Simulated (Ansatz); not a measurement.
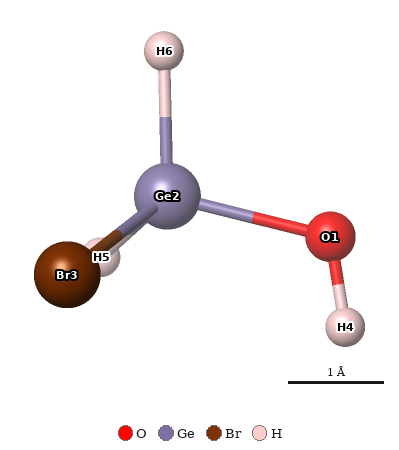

**Figure 1.** The structure as given in the input (ball-and-stick view, seen at a tilt; atoms are numbered from 1 in the order of the input). Sticks mark near contacts.

Run report: GeH3BrO, nudged elastic band

GeH3BrO, computed with RKS PBE0-D4/def2-mTZVP (Ansatz 0.2.0).

It belongs to a series of runs on one base structure; here: band between the two ends. Figures and captions count atoms from 1; the log counts them from 0 in places.

### What the program printed
```
Engine: ansatz 0.2.0, x86_64-unknown-linux-gnu
Functional definition: PBE0
  parameter a = 0.25
  parameter kappa = 0.804
  parameter beta = 0.06672455060314922
  exchange = (1 - a)*pbe_x(kappa = kappa, mu = beta*pi^2/3) + a*exact_x
  correlation = pbe_c(beta = beta)
1050 factors; integrals over basis functions are off by at most 4.9e-4 eV
mean field evaluation 1: about -128640.6731 eV, gradient 5.5e1 eV
mean field evaluation 2: about -128624.9849 eV, gradient 1.1e2 eV
mean field evaluation 4: about -128645.2971 eV, gradient 5.0e0 eV
mean field evaluation 8: about -128645.3426 eV, gradient 7.5e-2 eV
mean field -128645.34262737 eV, -4727.6291426108 hartree, gradient 5.0e-5 eV, S^2 0.000000; 0 other end points of the search recorded, 0 dependent functions left out
the calculation of the forces begins
reference -128645.34265356 eV, -4727.6291435731 hartree; 39, 39 occupied and 66, 66 virtual orbitals, 1050 factors
1050 factors; integrals over basis functions are off by at most 9.8e-4 eV
mean field evaluation 16: about -128641.2064 eV, gradient 4.7e1 eV
mean field -128644.61254947 eV, -4727.6023127428 hartree, gradient 7.9e-5 eV, S^2 0.000000; 0 other end points of the search recorded, 0 dependent functions left out
[... from here on the field's lines of each further geometry are left out, up to the last ...]
NEB iter   1: max|band force component| = 9.171e0 eV/Å  barrier→ = 4.5918 eV  barrier← = 3.8705 eV  Δτ_max = 0.2000 Å  (179 SCF iters)
NEB iter   2: max|band force component| = 4.095e0 eV/Å  barrier→ = 3.2548 eV  barrier← = 2.5335 eV  Δτ_max = 0.1963 Å  (152 SCF iters)
NEB iter   3: max|band force component| = 1.624e0 eV/Å  barrier→ = 2.6323 eV  barrier← = 1.9110 eV  Δτ_max = 0.1903 Å  (152 SCF iters)
NEB iter   4: max|band force component| = 6.714e-1 eV/Å  barrier→ = 2.2314 eV  barrier← = 1.5101 eV  Δτ_max = 0.1706 Å  (150 SCF iters)
NEB iter   5: max|band force component| = 6.276e-1 eV/Å  barrier→ = 1.9916 eV  barrier← = 1.2702 eV  Δτ_max = 0.1891 Å  (147 SCF iters)
NEB iter   6: max|band force component| = 5.071e-1 eV/Å  barrier→ = 1.9928 eV  barrier← = 1.2714 eV  Δτ_max = 0.1882 Å  (146 SCF iters)
NEB iter   7: max|band force component| = 3.212e0 eV/Å  barrier→ = 1.8953 eV  barrier← = 1.1740 eV  Δτ_max = 0.0865 Å  (145 SCF iters)
NEB iter   8: max|band force component| = 6.721e-1 eV/Å  barrier→ = 1.7733 eV  barrier← = 1.0520 eV  Δτ_max = 0.0492 Å  (144 SCF iters)
NEB iter   9: max|band force component| = 1.769e0 eV/Å  barrier→ = 1.7447 eV  barrier← = 1.0234 eV  CI = image 4  Δτ_max = 0.1001 Å  (156 SCF iters)
NEB iter  10: max|band force component| = 1.817e0 eV/Å  barrier→ = 2.0885 eV  barrier← = 1.3672 eV  CI = image 4  Δτ_max = 0.2000 Å  (148 SCF iters)
NEB iter  11: max|band force component| = 2.358e0 eV/Å  barrier→ = 2.7074 eV  barrier← = 1.9860 eV  CI = image 4  Δτ_max = 0.1002 Å  (150 SCF iters)
NEB iter  12: max|band force component| = 2.355e0 eV/Å  barrier→ = 2.6737 eV  barrier← = 1.9524 eV  CI = image 4  Δτ_max = 0.1252 Å  (148 SCF iters)
NEB iter  13: max|band force component| = 6.236e-1 eV/Å  barrier→ = 2.5598 eV  barrier← = 1.8385 eV  CI = image 4  Δτ_max = 0.0787 Å  (150 SCF iters)
NEB iter  14: max|band force component| = 2.141e-1 eV/Å  barrier→ = 2.5158 eV  barrier← = 1.7945 eV  CI = image 4  Δτ_max = 0.0270 Å  (146 SCF iters)
NEB iter  15: max|band force component| = 8.052e-2 eV/Å  barrier→ = 2.5139 eV  barrier← = 1.7925 eV  CI = image 4  Δτ_max = 0.0196 Å  (129 SCF iters)
the calculation of the forces begins
reference -128644.41868071 eV, -4727.5951881973 hartree; 39, 39 occupied and 66, 66 virtual orbitals, 1050 factors
1050 factors; integrals over basis functions are off by at most 6.7e-4 eV
mean field evaluation 704: about -128642.8178 eV, gradient 5.6e-1 eV
mean field -128642.83164656 eV, -4727.5368657680 hartree, gradient 1.1e-5 eV, S^2 0.000000; 1 other end points of the search recorded, 0 dependent functions left out
the calculation of the forces begins
reference -128642.83167105 eV, -4727.5368666681 hartree; 39, 39 occupied and 66, 66 virtual orbitals, 1050 factors
NEB iter  16: max|band force component| = 3.534e-2 eV/Å  barrier→ = 2.5128 eV  barrier← = 1.7915 eV  CI = image 4  Δτ_max = 0.0000 Å  (276 SCF iters)
```

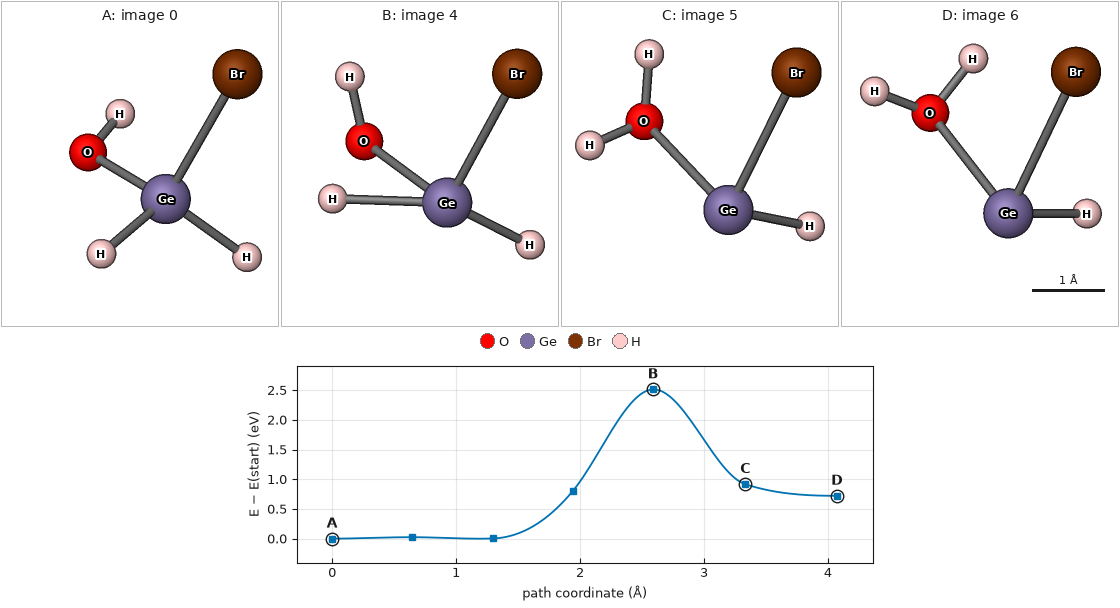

**Figure 2.** Images of the last band (counted from 0; ball-and-stick, seen at a tilt) above the energy along the path; the line is a cubic interpolation that uses the forces. The highest image is number 4, 2.513 eV above the start and 1.791 eV above the end (the climbing image); the end lies 0.721 eV above the start. The path is 4.07 Å long. The band converged in 16 iterations.

```
Total energy: -128642.92620569 eV, -4727.5403407518 hartree
Atom 0 at    -0.170998    -1.281429     0.059875 Å, force    -0.028762     0.011675     0.006174 eV/Å
Atom 1 at     0.627833     0.545539     0.091335 Å, force     0.003107    -0.025698    -0.035103 eV/Å
Atom 2 at    -1.170553     1.944570    -0.390449 Å, force     0.001660     0.004675     0.007039 eV/Å
Atom 3 at    -1.126573    -1.213220     0.210514 Å, force     0.003981    -0.020083    -0.022284 eV/Å
Atom 4 at     1.474711     0.578604    -1.207164 Å, force     0.000314     0.012687     0.009393 eV/Å
Atom 5 at     0.407680    -0.638065     1.189590 Å, force     0.019700     0.016745     0.034781 eV/Å
Dipole moment:     0.108438    -0.101680     0.147534 e Å
this run last wrote the band of iteration 16 to [file]
```

### The last band as extended XYZ (Å, eV, eV/Å)
```
6
Properties=species:S:1:pos:R:3:forces:R:3 image=0 energy=-128645.43896
O    -0.5362   -1.3241    0.1169    0.0090  -0.0043   0.0146
Ge    0.3658    0.1980    0.1406   -0.0035   0.0088   0.0043
Br   -1.1095    1.9691   -0.0791    0.0026   0.0008  -0.0016
H    -1.0245   -1.4650   -0.7015   -0.0154  -0.0081  -0.0151
H     1.3346    0.2955   -1.0461    0.0056   0.0042  -0.0018
H     1.0120    0.2625    1.5229    0.0018  -0.0014  -0.0005
6
Properties=species:S:1:pos:R:3:forces:R:3 image=1 energy=-128645.41393
O    -0.3630   -1.3884   -0.1788    0.0004   0.0001  -0.0016
Ge    0.4263    0.1738    0.0948    0.0001  -0.0001  -0.0004
Br   -1.1723    1.8290   -0.1544   -0.0001   0.0002  -0.0003
H    -1.3038   -1.3042   -0.3685   -0.0004   0.0000   0.0020
H     1.5042    0.3900   -0.9730    0.0005   0.0003   0.0002
H     0.9507    0.2359    1.5337   -0.0006  -0.0004   0.0000
6
Properties=species:S:1:pos:R:3:forces:R:3 image=2 energy=-128645.43597
O    -0.3847   -1.2940   -0.4872   -0.0220   0.0005  -0.0391
Ge    0.3906    0.2107    0.0282   -0.0149  -0.0187  -0.0007
Br   -1.1075    1.9607   -0.2056    0.0062   0.0030   0.0260
H    -1.1632   -1.5045    0.0409   -0.0074  -0.0394  -0.0240
H     1.5511    0.4421   -0.9381    0.0036  -0.0278   0.0191
H     0.7559    0.1209    1.5155    0.0344   0.0825   0.0187
6
Properties=species:S:1:pos:R:3:forces:R:3 image=3 energy=-128644.63395
O    -0.2595   -1.2973   -0.2844   -0.4398  -0.0657  -1.2742
Ge    0.4700    0.3105    0.0433   -0.5944  -0.9986  -0.3615
Br   -1.1448    1.9358   -0.3289    0.1348  -0.0016   0.2581
H    -1.1323   -1.2918    0.1255   -0.0601  -0.2593  -0.0430
H     1.5401    0.6054   -1.0236    0.1032  -0.0918   0.4504
H     0.5685   -0.3266    1.4217    0.8562   1.4170   0.9702
6
Properties=species:S:1:pos:R:3:forces:R:3 image=4 energy=-128642.92618
O    -0.1710   -1.2814    0.0599   -0.0288   0.0117   0.0062
Ge    0.6278    0.5455    0.0913    0.0031  -0.0257  -0.0351
Br   -1.1706    1.9446   -0.3904    0.0017   0.0047   0.0070
H    -1.1266   -1.2132    0.2105    0.0040  -0.0201  -0.0223
H     1.4747    0.5786   -1.2072    0.0003   0.0127   0.0094
H     0.4077   -0.6381    1.1896    0.0197   0.0167   0.0348
6
Properties=species:S:1:pos:R:3:forces:R:3 image=5 energy=-128644.52131
O    -0.0851   -1.1596    0.3015    0.1057   0.1341   0.2588
Ge    0.8917    0.8241    0.0517    0.3014   0.3543   0.0037
Br   -1.1823    1.9010   -0.4684   -0.0574  -0.0701  -0.0716
H    -1.0523   -1.0681    0.2651    0.1209   0.1189  -0.0582
H     1.3177    0.4823   -1.4325   -0.1418  -0.0156  -0.1749
H     0.1524   -1.0438    1.2362   -0.3287  -0.5217   0.0422
6
Properties=species:S:1:pos:R:3:forces:R:3 image=6 energy=-128644.71763
O     0.0580   -1.0492    0.4653    0.0016  -0.0061   0.0071
Ge    1.0645    0.8602   -0.0610   -0.0052   0.0039  -0.0119
Br   -1.1717    1.7858   -0.2944   -0.0003   0.0015   0.0058
H    -0.7838   -0.9494   -0.0090    0.0001   0.0019   0.0034
H     1.0572    0.2819   -1.5481    0.0053  -0.0037   0.0095
H    -0.1821   -0.9933    1.4009   -0.0015   0.0025  -0.0138
```

This output came from the following input.

### Input
```yaml
crystal:
  periodic: [false, false, false]
  atoms:
    - { symbol: O, position_ang: [-0.536193, -1.324105, 0.116867] }
    - { symbol: Ge, position_ang: [0.36576, 0.198013, 0.140578] }
    - { symbol: Br, position_ang: [-1.109518, 1.96912, -0.079092] }
    - { symbol: H, position_ang: [-1.024502, -1.465005, -0.701531] }
    - { symbol: H, position_ang: [1.334553, 0.295499, -1.046056] }
    - { symbol: H, position_ang: [1.012, 0.262477, 1.522935] }
basis:
  gaussian: { orbitals: def2-mTZVP }
hamiltonian:
  xc: pbe0
  dispersion: d4
neb:
  order_check: false
  images: 5
  f_tol: 0.05
  max_iterations: 60
  final_atoms:
    - { symbol: O, position_ang: [0.05801717, -1.04921021, 0.46527646] }
    - { symbol: Ge, position_ang: [1.06448828, 0.86019718, -0.06102474] }
    - { symbol: Br, position_ang: [-1.17171542, 1.78575405, -0.29438173] }
    - { symbol: H, position_ang: [-0.78379953, -0.94939784, -0.00895445] }
    - { symbol: H, position_ang: [1.05722882, 0.28191733, -1.54807341] }
    - { symbol: H, position_ang: [-0.18211933, -0.99326151, 1.40085887] }
  initial_path:
    images:
      - { positions_ang: [[-0.536193, -1.324105, 0.116867], [0.36576, 0.198013, 0.140578], [-1.109518, 1.96912, -0.079092], [-1.024502, -1.465005, -0.701531], [1.334553, 0.295499, -1.046056], [1.012, 0.262477, 1.522935]] }
      - { positions_ang: [[-0.45407118, -1.27689742, 0.22427639], [0.3966685, 0.27423509, 0.14192977], [-1.13387718, 2.00658735, -0.10734271], [-0.94415319, -1.40897332, -0.60652889], [1.33957441, 0.3061865, -1.07737766], [0.83795864, 0.0348608, 1.3787441]] }
      - { positions_ang: [[-0.37194936, -1.22968983, 0.33168578], [0.427577, 0.35045718, 0.14328155], [-1.15823636, 2.0440547, -0.13559342], [-0.86380439, -1.35294164, -0.51152678], [1.34459583, 0.31687399, -1.10869932], [0.66391729, -0.19275539, 1.23455319]] }
      - { positions_ang: [[-0.28982755, -1.18248225, 0.43909517], [0.4584855, 0.42667927, 0.14463332], [-1.18259554, 2.08152204, -0.16384413], [-0.78345558, -1.29690996, -0.41652466], [1.34961724, 0.32756149, -1.14002099], [0.48987593, -0.42037159, 1.09036229]] }
      - { positions_ang: [[-0.17387931, -1.13805823, 0.44782227], [0.66048642, 0.57118524, 0.07608063], [-1.17896883, 1.98293271, -0.20735666], [-0.78357023, -1.18107259, -0.28066793], [1.25215444, 0.31234677, -1.27603846], [0.26587751, -0.6113349, 1.19386115]] }
      - { positions_ang: [[-0.05793107, -1.09363422, 0.45654936], [0.86248735, 0.71569121, 0.00752794], [-1.17534213, 1.88434338, -0.25086919], [-0.78368488, -1.06523521, -0.14481119], [1.15469163, 0.29713205, -1.41205593], [0.04187909, -0.8022982, 1.29736001]] }
      - { positions_ang: [[0.05801717, -1.04921021, 0.46527646], [1.06448828, 0.86019718, -0.06102474], [-1.17171542, 1.78575405, -0.29438173], [-0.78379953, -0.94939784, -0.00895445], [1.05722882, 0.28191733, -1.54807341], [-0.18211933, -0.99326151, 1.40085887]] }
```

Run as:
```bash
ansatz run input.yaml --threads 2 --pin off --max-ram 3072MiB --backend cpu --events-out ev --progress --plain --runs-dir out
```

### Summary

| quantity | value |
| --- | --- |
| outcome | converged |
| barrier, forward | 2.513 eV |
| barrier, backward | 1.792 eV |
| hardware | 2 threads of Intel Xeon @ 2.50GHz (Skylake/Cascade Lake), 16 GiB of memory available, shared host |
| wall time | 4.3 min (CPU time 8.1 min) |
| peak memory | 0.28 GiB |

The order of the saddle point was not checked.
